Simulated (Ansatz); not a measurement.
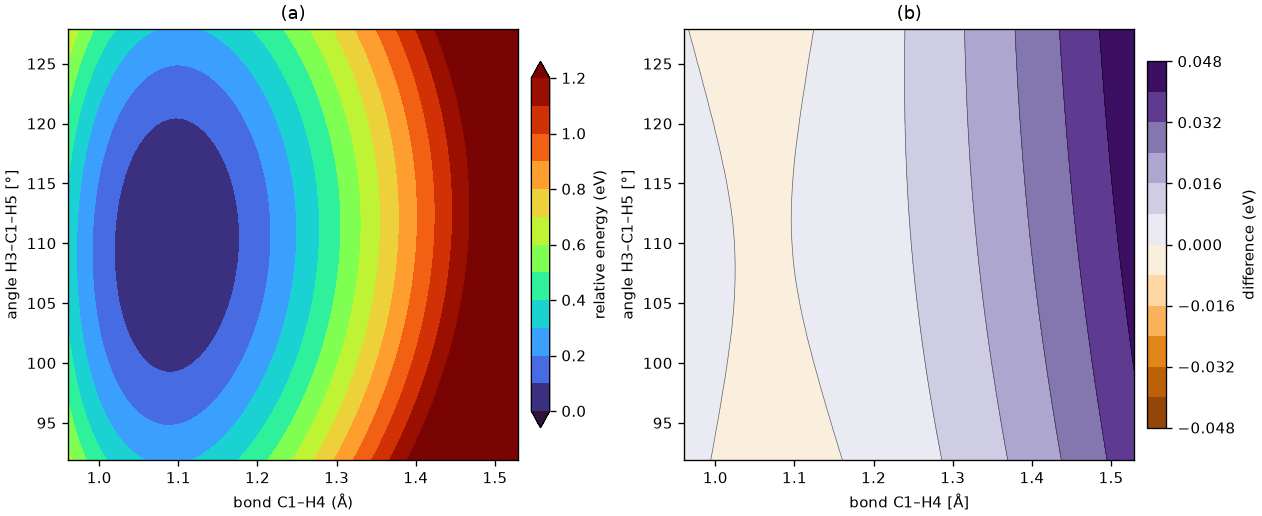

CH₃F, SMILES CF. Two internal coordinates are moved rigidly from the geometry relaxed at PBE0-D4/def2-TZVP, all others fixed. Coordinates scanned: (1) bond C1–H4; (2) angle H3–C1–H5. Grid: 7 × 7 points. Points are written as (first, second). Energies: eV, counted from each map's own lowest point. These are results of RKS r2SCAN-D4/def2-TZVPP in Ansatz, not measurements.

Panel (a): RKS r2SCAN-D4/def2-TZVPP (Ansatz 0.2.0). Panel (b): the map at Ansatz, RKS PBE0-D4/def2-TZVPP less the map of (a), each from its own lowest point.

How does the change of method alter the landscape?

The difference runs from −0.0016 eV at (1.097 Å, 91.9°) to 0.048 eV at (1.529 Å, 127.9°). The interpolated minimum moves from 1.0917 to 1.0912 Å in bond C1–H4 and 109.84 to 109.83° in angle H3–C1–H5.
